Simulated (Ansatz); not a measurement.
# Work function of Ta(110): what the settings cost and change

Aim: the work function of Ta(110) against thickness and vacuum, with the cost.

Program: Ansatz 0.2.0. Level of theory: plane-wave DFT, PBE, Ansatz PAW. Results are calculated unless marked as measured.

Experimental background.

For Ta (clean (110) face, a compiled value), “Anisotropic work function of elemental crystals” (2019, arxiv:1902.07811) quotes earlier work: work function (clean (110) face, a compiled value) 4.74 eV.

Report form: the programs' logs are mostly left out.

## Step 1: The starting structure

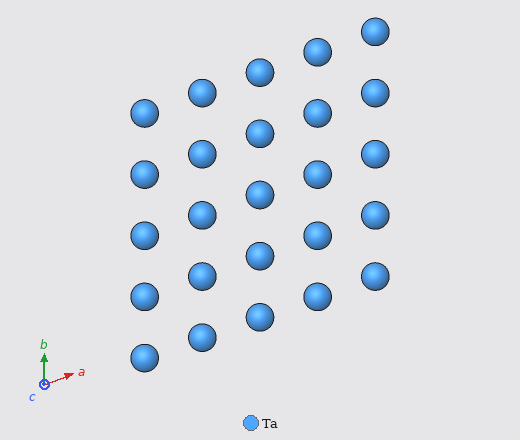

The starting structure, seen from above (tantalum blue). 4×4×1 cells are drawn. Some periodic images of atoms are drawn too.

The cell holds 1 atom: 1 Ta. Its edges and angles: a = 2.867 Å, b = 2.867 Å, c = 18.000 Å, α = 90.0°, β = 90.0°, γ = 70.5°. Vacuum lies along c.

## Step 2: Run, setting 1 layer

A work function rests on the faint tail of the density, so the SCF threshold is tight. The slab grows from one layer, at fixed mesh and 18 Å of vacuum; then the vacuum is varied on one slab.

input.yaml reads:

```yaml
crystal:
  lattice:
    - [2.3405234457, -1.655, 0.0]
    - [2.3405234457, 1.655, 0.0]
    - [0.0, 0.0, 18.0]
  atoms:
    - { symbol: Ta, position: [0.0, 0.0, 0.5] }
kpoints:
  mp_grid: { grid: [15, 15, 1] }
hamiltonian:
  xc: pbe
scf:
  occupations: { method: fermi_dirac, width: 0.1 }
  convergence: { dr2_threshold: 1.0e-09 }
efield:
  axis: 3
  dipole_correction: true
  ramp_position: 0.97
  ramp_width: 0.06
output:
  write_potential: true
  write_density: true
  volumetric_format: npy
  elf: true
```

Run with:

```sh
ansatz run input.yaml --threads 2 --pin off --max-ram 3072MiB --backend cpu --events-out ev --progress --plain --runs-dir out
```

Wall time 15 s (2 threads of Arm Neoverse N1, shared host); peak memory 0.45 GiB.

Numbers from this step:

```
energy at zero smearing   : -9929.3766 eV
work function, upper face : 4.796 eV
```

Running mean over 2.341 Å of the planar mean; the ramp of the sawtooth is left out. Table of electron's electrostatic potential energy less the Fermi level by z:

| z (Å) | electron's electrostatic potential energy less the Fermi level (eV) |
| --- | --- |
| 3.0 | 4.80 |
| 3.5 | 4.80 |
| 4.0 | 4.79 |
| 4.5 | 4.79 |
| 5.0 | 4.78 |
| 5.5 | 4.74 |
| 6.0 | 4.62 |
| 6.5 | 4.23 |
| 7.0 | 3.00 |
| 7.5 | -0.161 |
| 8.0 | -5.14 |
| 8.5 | -8.93 |
| 9.0 | -10.1 |
| 9.5 | -8.93 |
| 10.0 | -5.14 |
| 10.5 | -0.161 |
| 11.0 | 3.00 |
| 11.5 | 4.23 |
| 12.0 | 4.62 |
| 12.5 | 4.74 |
| 13.0 | 4.78 |
| 13.5 | 4.79 |
| 14.0 | 4.79 |
| 14.5 | 4.80 |
| 15.0 | 4.80 |

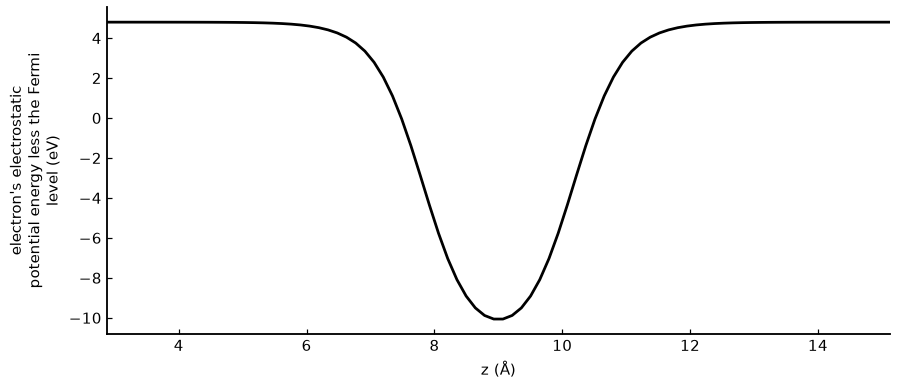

Electron's electrostatic potential energy less the Fermi level, plotted against z.

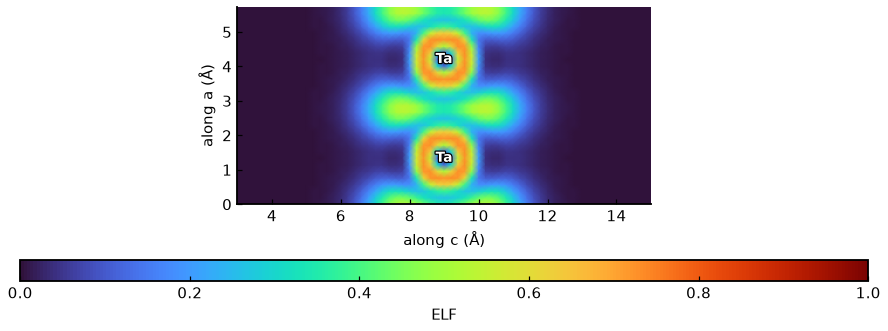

ELF in the ca plane at fractional y = 0.000, with atoms of Ta within 0.2 Å of it. It is the smooth field of the valence electrons, not physical close to the nuclei. The map starts off the cell's origin, so that atoms lie inside it. The far vacuum is left out of the map.

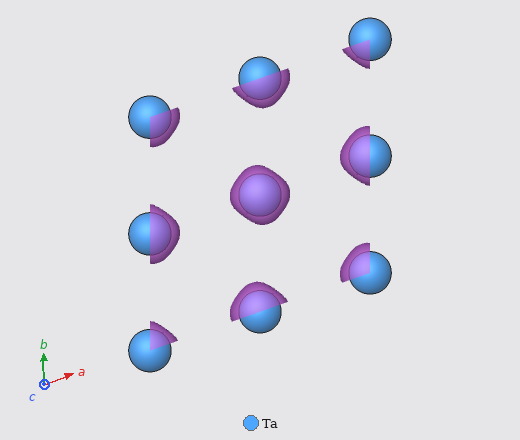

Surface of ELF = 0.66. 2×2×1 cells are drawn.

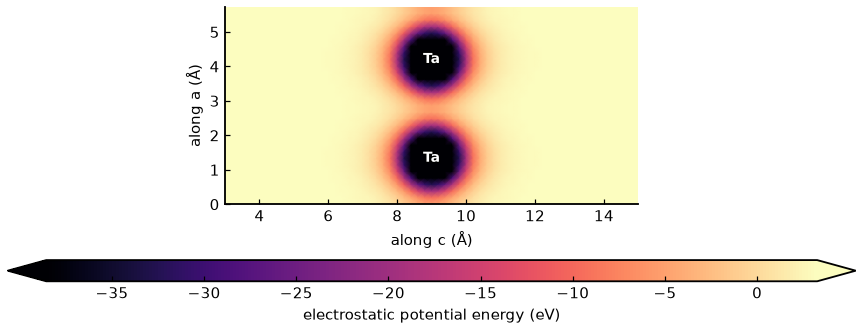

Electrostatic potential energy in the ca plane at fractional y = 0.000, with atoms of Ta within 0.2 Å of it. With pseudopotentials it is smooth inside the atoms' cores, unlike the true potential. The map starts off the cell's origin, so that atoms lie inside it. The far vacuum is left out of the map.

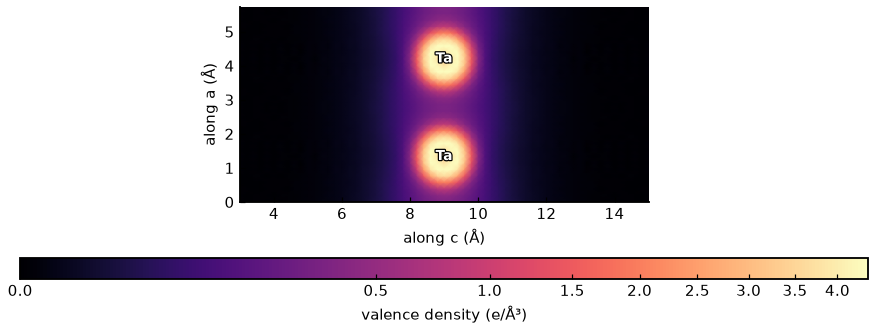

Valence density in the ca plane at fractional y = 0.000, with atoms of Ta within 0.2 Å of it. It is the smooth field of the valence electrons, not physical close to the nuclei. The map starts off the cell's origin, so that atoms lie inside it. The colour scale is stretched toward low values. The far vacuum is left out of the map.

The work function is 4.796 eV.

## Step 3: Run, 2 atoms

System of this step: Ta(110). The cell holds 2 atoms: 2 Ta. Cell: a = 2.867 Å, b = 2.867 Å, c = 20.341 Å, α = 90.0°, β = 90.0°, γ = 70.5°. Vacuum lies along c.

input.yaml, the sections that differ from step 2:

```yaml
crystal:
  lattice:
    - [2.3405234457, -1.655, 0.0]
    - [2.3405234457, 1.655, 0.0]
    - [0.0, 0.0, 20.3405234457]
  atoms:
    - { symbol: Ta, position: [0.0, 0.0, 0.4424664893] }
    - { symbol: Ta, position: [0.5, 0.5, 0.5575335107] }
output:
  write_potential: true
  write_density: true
  volumetric_format: npy
# kpoints, hamiltonian, scf, efield: as in step 2
```

Run time: 23 s. Hardware: 2 threads; peak memory 0.45 GiB.

The work function is 4.701 eV, -0.095 eV from the run “1 layer”, at 1.6 times its CPU time.

## Step 4: Run, 3 atoms

System of this step: Ta(110). The cell holds 3 atoms: 3 Ta. Cell: a = 2.867 Å, b = 2.867 Å, c = 22.681 Å, α = 90.0°, β = 90.0°, γ = 70.5°. Vacuum lies along c.

input.yaml, the sections that differ from step 3:

```yaml
crystal:
  lattice:
    - [2.3405234457, -1.655, 0.0]
    - [2.3405234457, 1.655, 0.0]
    - [0.0, 0.0, 22.6810468915]
  atoms:
    - { symbol: Ta, position: [0.0, 0.0, 0.3968070805] }
    - { symbol: Ta, position: [0.5, 0.5, 0.5] }
    - { symbol: Ta, position: [0.0, 0.0, 0.6031929195] }
# kpoints, hamiltonian, scf, efield, output: as in step 3
```

Elapsed: 37 s, on 2 threads; peak memory 0.54 GiB; 70 s of CPU time.

The work function is 4.790 eV, +0.088 eV from the run “2 layers”, at 1.6 times its CPU time.

## Step 5: Slab, 4 atoms

System of this step: Ta(110). The cell holds 4 atoms: 4 Ta. Cell: a = 2.867 Å, b = 2.867 Å, c = 25.022 Å, α = 90.0°, β = 90.0°, γ = 70.5°. Vacuum lies along c.

input.yaml, the sections that differ from step 4:

```yaml
crystal:
  lattice:
    - [2.3405234457, -1.655, 0.0]
    - [2.3405234457, 1.655, 0.0]
    - [0.0, 0.0, 25.0215703372]
  atoms:
    - { symbol: Ta, position: [0.0, 0.0, 0.3596896549] }
    - { symbol: Ta, position: [0.5, 0.5, 0.453229885] }
    - { symbol: Ta, position: [0.0, 0.0, 0.546770115] }
    - { symbol: Ta, position: [0.5, 0.5, 0.6403103451] }
# kpoints, hamiltonian, scf, efield, output: as in step 4
```

Elapsed: 48 s, on 2 threads; peak memory 0.65 GiB.

The work function is 4.815 eV, +0.025 eV from the run “3 layers”, at 1.3 times its CPU time.

## Step 6: Slab, 5 atoms

System of this step: Ta(110). The cell holds 5 atoms: 5 Ta. Cell: a = 2.867 Å, b = 2.867 Å, c = 27.362 Å, α = 90.0°, β = 90.0°, γ = 70.5°. Vacuum lies along c.

input.yaml, the sections that differ from step 5:

```yaml
crystal:
  lattice:
    - [2.3405234457, -1.655, 0.0]
    - [2.3405234457, 1.655, 0.0]
    - [0.0, 0.0, 27.3620937829]
  atoms:
    - { symbol: Ta, position: [0.0, 0.0, 0.3289221969] }
    - { symbol: Ta, position: [0.5, 0.5, 0.4144610985] }
    - { symbol: Ta, position: [0.0, 0.0, 0.5] }
    - { symbol: Ta, position: [0.5, 0.5, 0.5855389015] }
    - { symbol: Ta, position: [0.0, 0.0, 0.6710778031] }
# kpoints, hamiltonian, scf, efield, output: as in step 5
```

The job ended after 64 s (2 threads; peak memory 0.76 GiB; 2 min of CPU time).

The work function is 4.791 eV, -0.024 eV from the run “4 layers”, at 1.3 times its CPU time.

## Step 7: Run, 6 atoms

System of this step: Ta(110). The cell holds 6 atoms: 6 Ta. Its edges and angles: a = 2.867 Å, b = 2.867 Å, c = 29.703 Å, α = 90.0°, β = 90.0°, γ = 70.5°. Vacuum lies along c.

input.yaml, the sections that differ from step 6:

```yaml
crystal:
  lattice:
    - [2.3405234457, -1.655, 0.0]
    - [2.3405234457, 1.655, 0.0]
    - [0.0, 0.0, 29.7026172286]
  atoms:
    - { symbol: Ta, position: [0.0, 0.0, 0.3030036017] }
    - { symbol: Ta, position: [0.5, 0.5, 0.381802161] }
    - { symbol: Ta, position: [0.0, 0.0, 0.4606007203] }
    - { symbol: Ta, position: [0.5, 0.5, 0.5393992797] }
    - { symbol: Ta, position: [0.0, 0.0, 0.618197839] }
    - { symbol: Ta, position: [0.5, 0.5, 0.6969963983] }
# kpoints, hamiltonian, scf, efield, output: as in step 6
```

Run time: 93 s. Hardware: 2 threads; peak memory 0.89 GiB; 3 min of CPU time.

The work function is 4.780 eV, -0.011 eV from the run “5 layers”, at 1.5 times its CPU time.

## Step 8: Run, 8 atoms

System of this step: Ta(110). The cell holds 8 atoms: 8 Ta. Cell: a = 2.867 Å, b = 2.867 Å, c = 34.384 Å, α = 90.0°, β = 90.0°, γ = 70.5°. Vacuum lies along c.

input.yaml, the sections that differ from step 7:

```yaml
crystal:
  lattice:
    - [2.3405234457, -1.655, 0.0]
    - [2.3405234457, 1.655, 0.0]
    - [0.0, 0.0, 34.3836641201]
  atoms:
    - { symbol: Ta, position: [0.0, 0.0, 0.2617522079] }
    - { symbol: Ta, position: [0.5, 0.5, 0.3298230057] }
    - { symbol: Ta, position: [0.0, 0.0, 0.3978938034] }
    - { symbol: Ta, position: [0.5, 0.5, 0.4659646011] }
    - { symbol: Ta, position: [0.0, 0.0, 0.5340353989] }
    - { symbol: Ta, position: [0.5, 0.5, 0.6021061966] }
    - { symbol: Ta, position: [0.0, 0.0, 0.6701769943] }
    - { symbol: Ta, position: [0.5, 0.5, 0.7382477921] }
# kpoints, hamiltonian, scf, efield, output: as in step 7
```

Elapsed: 2.8 min, on 2 threads; peak memory 1.2 GiB; 5.3 min of CPU time.

The work function is 4.786 eV, +0.006 eV from the run “6 layers”, at 1.8 times its CPU time.

## Step 9: Run, 10 atoms

System of this step: Ta(110). The cell holds 10 atoms: 10 Ta. Cell: a = 2.867 Å, b = 2.867 Å, c = 39.065 Å, α = 90.0°, β = 90.0°, γ = 70.5°. Vacuum lies along c.

input.yaml, the sections that differ from step 8:

```yaml
crystal:
  lattice:
    - [2.3405234457, -1.655, 0.0]
    - [2.3405234457, 1.655, 0.0]
    - [0.0, 0.0, 39.0647110115]
  atoms:
    - { symbol: Ta, position: [0.0, 0.0, 0.2303869597] }
    - { symbol: Ta, position: [0.5, 0.5, 0.2903009686] }
    - { symbol: Ta, position: [0.0, 0.0, 0.3502149776] }
    - { symbol: Ta, position: [0.5, 0.5, 0.4101289866] }
    - { symbol: Ta, position: [0.0, 0.0, 0.4700429955] }
    - { symbol: Ta, position: [0.5, 0.5, 0.5299570045] }
    - { symbol: Ta, position: [0.0, 0.0, 0.5898710134] }
    - { symbol: Ta, position: [0.5, 0.5, 0.6497850224] }
    - { symbol: Ta, position: [0.0, 0.0, 0.7096990314] }
    - { symbol: Ta, position: [0.5, 0.5, 0.7696130403] }
# kpoints, hamiltonian, scf, efield, output: as in step 8
```

Elapsed: 4.2 min, on 2 threads; peak memory 1.6 GiB.

The work function is 4.788 eV, +0.002 eV from the run “8 layers”, at 1.5 times its CPU time.

## Step 10: Run, 13 atoms

System of this step: Ta(110). The cell holds 13 atoms: 13 Ta. Cell: a = 2.867 Å, b = 2.867 Å, c = 46.086 Å, α = 90.0°, β = 90.0°, γ = 70.5°. Vacuum lies along c.

input.yaml, the sections that differ from step 9:

```yaml
crystal:
  lattice:
    - [2.3405234457, -1.655, 0.0]
    - [2.3405234457, 1.655, 0.0]
    - [0.0, 0.0, 46.0862813487]
  atoms:
    - { symbol: Ta, position: [0.0, 0.0, 0.1952858798] }
    - { symbol: Ta, position: [0.5, 0.5, 0.2460715665] }
    - { symbol: Ta, position: [0.0, 0.0, 0.2968572532] }
    - { symbol: Ta, position: [0.5, 0.5, 0.3476429399] }
    - { symbol: Ta, position: [0.0, 0.0, 0.3984286266] }
    - { symbol: Ta, position: [0.5, 0.5, 0.4492143133] }
    - { symbol: Ta, position: [0.0, 0.0, 0.5] }
    - { symbol: Ta, position: [0.5, 0.5, 0.5507856867] }
    - { symbol: Ta, position: [0.0, 0.0, 0.6015713734] }
    - { symbol: Ta, position: [0.5, 0.5, 0.6523570601] }
    - { symbol: Ta, position: [0.0, 0.0, 0.7031427468] }
    - { symbol: Ta, position: [0.5, 0.5, 0.7539284335] }
    - { symbol: Ta, position: [0.0, 0.0, 0.8047141202] }
# kpoints, hamiltonian, scf, efield, output: as in step 9
```

The job ended after 7.3 min (2 threads; peak memory 2.3 GiB).

The work function is 4.788 eV, -0.000 eV from the run “10 layers”, at 1.8 times its CPU time.

## Step 11: Slab, 7 atoms

System of this step: Ta(110). The cell holds 7 atoms: 7 Ta. Cell: a = 2.867 Å, b = 2.867 Å, c = 24.043 Å, α = 90.0°, β = 90.0°, γ = 70.5°. Vacuum lies along c.

input.yaml, the sections that differ from step 10:

```yaml
crystal:
  lattice:
    - [2.3405234457, -1.655, 0.0]
    - [2.3405234457, 1.655, 0.0]
    - [0.0, 0.0, 24.0431406744]
  atoms:
    - { symbol: Ta, position: [0.0, 0.0, 0.2079595203] }
    - { symbol: Ta, position: [0.5, 0.5, 0.3053063468] }
    - { symbol: Ta, position: [0.0, 0.0, 0.4026531734] }
    - { symbol: Ta, position: [0.5, 0.5, 0.5] }
    - { symbol: Ta, position: [0.0, 0.0, 0.5973468266] }
    - { symbol: Ta, position: [0.5, 0.5, 0.6946936532] }
    - { symbol: Ta, position: [0.0, 0.0, 0.7920404797] }
# kpoints, hamiltonian, scf, efield, output: as in step 10
```

Run time: 1.7 min. Hardware: 2 threads; peak memory 0.86 GiB; 3.3 min of CPU time.

The work function is 4.772 eV. The program marks this work function as in doubt.

## Step 12: Run, 7 atoms

The cell differs from the one that the last finished run ended in (c 24.043 → 28.043 Å).

input.yaml, the sections that differ from step 11:

```yaml
crystal:
  lattice:
    - [2.3405234457, -1.655, 0.0]
    - [2.3405234457, 1.655, 0.0]
    - [0.0, 0.0, 28.0431406744]
  atoms:
    - { symbol: Ta, position: [0.0, 0.0, 0.249615408] }
    - { symbol: Ta, position: [0.5, 0.5, 0.3330769386] }
    - { symbol: Ta, position: [0.0, 0.0, 0.4165384693] }
    - { symbol: Ta, position: [0.5, 0.5, 0.5] }
    - { symbol: Ta, position: [0.0, 0.0, 0.5834615307] }
    - { symbol: Ta, position: [0.5, 0.5, 0.6669230614] }
    - { symbol: Ta, position: [0.0, 0.0, 0.750384592] }
# kpoints, hamiltonian, scf, efield, output: as in step 11
```

It took 1.8 min on 2 threads; peak memory 0.96 GiB; 3.4 min of CPU time.

The work function is 4.789 eV, +0.018 eV from the run “7 layers, 10 Å of vacuum”, at 1.0 times its CPU time.

## Step 13: Slab, 7 atoms (run 2)

The cell differs from the one that the last finished run ended in (c 28.043 → 40.043 Å).

input.yaml, the sections that differ from step 12:

```yaml
crystal:
  lattice:
    - [2.3405234457, -1.655, 0.0]
    - [2.3405234457, 1.655, 0.0]
    - [0.0, 0.0, 40.0431406744]
  atoms:
    - { symbol: Ta, position: [0.0, 0.0, 0.3246498597] }
    - { symbol: Ta, position: [0.5, 0.5, 0.3830999064] }
    - { symbol: Ta, position: [0.0, 0.0, 0.4415499532] }
    - { symbol: Ta, position: [0.5, 0.5, 0.5] }
    - { symbol: Ta, position: [0.0, 0.0, 0.5584500468] }
    - { symbol: Ta, position: [0.5, 0.5, 0.6169000936] }
    - { symbol: Ta, position: [0.0, 0.0, 0.6753501403] }
# kpoints, hamiltonian, scf, efield, output: as in step 12
```

It took 2.5 min on 2 threads; peak memory 1.3 GiB; 5 min of CPU time.

The work function is 4.789 eV, -0.000 eV from the run “7 layers, 14 Å of vacuum”, at 1.5 times its CPU time.

## Step 14: Comparing the runs

Times are for 2 threads of Arm Neoverse N1, shared host. Results by setting:

| no. | setting | work function, upper face (eV) | time | memory (GiB) |
| --- | --- | --- | --- | --- |
| 1 | 1 layer | 4.796 | 15 s | 0.45 |
| 2 | 2 layers | 4.701 | 23 s | 0.45 |
| 3 | 3 layers | 4.790 | 37 s | 0.54 |
| 4 | 4 layers | 4.815 | 48 s | 0.65 |
| 5 | 5 layers | 4.791 | 64 s | 0.76 |
| 6 | 6 layers | 4.780 | 93 s | 0.89 |
| 7 | 8 layers | 4.786 | 2.8 min | 1.2 |
| 8 | 10 layers | 4.788 | 4.2 min | 1.6 |
| 9 | 13 layers | 4.788 | 7.3 min | 2.3 |
| 10 | 7 layers, 10 Å of vacuum | 4.772 | 1.7 min | 0.86 |
| 11 | 7 layers, 14 Å of vacuum | 4.789 | 1.8 min | 0.96 |
| 12 | 7 layers, 26 Å of vacuum | 4.789 | 2.5 min | 1.3 |

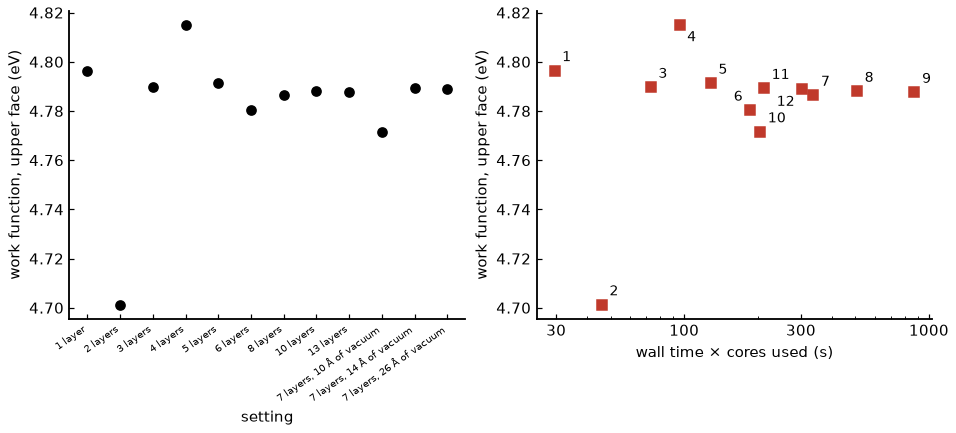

The series as plots; the last panel sets the first result against cost, with the runs numbered as in the table.

## Step 15: Summary of results

```yaml
work_function_2_layers: 4.701 eV
work_function_4_layers: 4.815 eV
work_function_6_layers: 4.780 eV
work_function_13_layers: 4.788 eV
```

In words: The thickest slab gives 4.79 eV, and the settings tried spread the value from 4.70 to 4.82 eV. At 18 Å of vacuum, the slabs from 3 layers on stay within 0.03 eV of the thickest. Going from 10 to 26 Å of vacuum moves it by 0.017 eV. The program marks the value as in doubt in “7 layers, 10 Å of vacuum”. The ladder's slabs use the tabulated experimental lattice constant (two decimals; a low-temperature value for the alkali metals). In 2 runs of the series (7 layers, 10 Å of vacuum and 7 layers, 14 Å of vacuum) the program warns that electrons reach the sawtooth's ramp, which makes dipole and work function less sure.

Comparison with the measured values:

| quantity | measured | 13 layers |
| --- | --- | --- |
| work function (clean (110) face, a compiled value) (eV) | 4.74 | 4.79 (+0.05 eV) |

Measured values from arxiv:1902.07811 (2019).

Verdict: The work function is off by +0.05 eV: good agreement. The grades are ours: good and fair within 3 and 7 % for the work function. No cell relaxation is part of this session.

[Logs are printed without paths, hosts, clocks, repeated set-up lines and the standing remarks that a program may print on its own settings, such as how far it seeks lower states.]

[Hosts, paths, dates, database ids (printed as entryN), source tags and the programs' standing remarks are cut or masked in the printed files.]

[Maps of the electrostatic potential energy from Ansatz leave out the sawtooth potential of an applied field or a dipole correction, so their vacuum need not be flat; planar profiles and work functions include it.]
